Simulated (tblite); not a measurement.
# C16H32O12Si8: the cost of one run

Programs: tblite 0.8.0 and PySCF 2.14.0, with routines of our own; each step states its level. All values are computed. Atoms count from 0.

## (1) The starting structure

68 atoms, charge 0, multiplicity 1; geometry from: force field, distance geometry or constructed start.

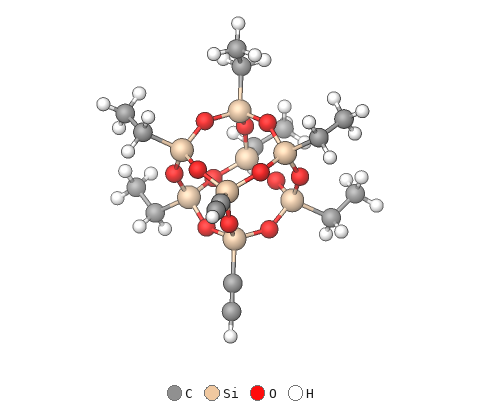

The starting geometry (carbon grey, silicon light orange, oxygen red, hydrogen white).

## (2) Relaxing the molecule with GFN2-xTB

The job: settings as JSON, then the geometry in Å.

```
{"job": {"kind": "relax", "xc": "GFN2-xTB", "basis": "xTB"}, "charge": 0, "multiplicity": 1}
C      0.680800    -3.358000     5.360700
C      0.552800    -2.641700     4.395300
Si     0.371400    -1.518600     2.884800
O      0.255600     0.038100     3.397700
Si     0.053900     1.598900     2.970000
C      0.024300     2.661600     4.540500
C      0.010600     3.334000     5.536500
O      1.307100     2.113900     2.030900
Si     2.147700     1.876100     0.638400
C      3.588100     3.129500     0.591000
C      4.475400     3.028800    -0.646200
O      2.774400     0.358000     0.596200
Si     2.454400    -1.252300     0.561400
C      4.123300    -2.192400     0.443400
C      4.956800    -1.854000    -0.780600
O      1.685700    -1.719600     1.935500
O      1.563600    -1.630300    -0.769700
Si     0.133300    -1.431900    -1.560500
C      0.161600    -2.493900    -3.143300
C      0.344900    -3.987400    -2.903400
O     -1.119400    -1.926800    -0.616000
Si    -1.957200    -1.697900     0.777500
C     -3.397200    -2.948700     0.829700
C     -4.391700    -2.832700    -0.330800
O     -0.996900    -1.960900     2.085000
O     -2.594900    -0.182800     0.828500
Si    -2.268100     1.433400     0.860700
C     -3.933300     2.370500     0.964200
C     -4.878100     2.115200    -0.204400
O     -1.374400     1.810200     2.189400
O     -1.493500     1.898400    -0.514900
Si    -0.180100     1.702600    -1.476400
C     -0.374000     2.835000    -3.006400
C     -1.605300     2.554400    -3.847200
O      1.188900     2.144800    -0.676100
O     -0.064900     0.146800    -1.999100
H      0.781300    -3.986300     6.210800
H     -0.003500     3.927900     6.422400
H      3.166700     4.134300     0.650400
H      4.194700     2.980400     1.488700
H      5.276200     3.774700    -0.591600
H      4.950200     2.036500    -0.717900
H      3.911400     3.207500    -1.565800
H      4.698600    -1.966600     1.349100
H      3.899100    -3.263800     0.458900
H      4.423200    -2.097500    -1.710000
H      5.224500    -0.795900    -0.809200
H      5.889000    -2.433500    -0.766800
H     -0.775600    -2.324500    -3.682900
H      0.976400    -2.129300    -3.781500
H      1.286900    -4.207100    -2.392200
H     -0.463800    -4.394100    -2.294700
H      0.346700    -4.525400    -3.860100
H     -2.974600    -3.962800     0.823200
H     -3.930900    -2.821800     1.773700
H     -3.895900    -2.980600    -1.294900
H     -4.853100    -1.845700    -0.347800
H     -5.176400    -3.570600    -0.230800
H     -4.424100     2.082900     1.903300
H     -3.712600     3.443400     1.022800
H     -4.434200     2.418500    -1.153400
H     -5.141000     1.054500    -0.278300
H     -5.801600     2.686400    -0.067900
H      0.524200     2.727100    -3.622000
H     -0.395300     3.875500    -2.651000
H     -1.604800     1.535000    -4.242300
H     -2.525000     2.691300    -3.272600
H     -1.641100     3.241600    -4.696200
```

Command:

```sh
> OMP_NUM_THREADS=4 python large_run.py task.json out
```

One launch serves the whole session: the jobs run in the order shown.

**Question.** How long does this first job take on 4 threads of Arm Neoverse V2, shared host, and how much memory does it need?

About 2.9 s, with a peak of 0.19 GiB.
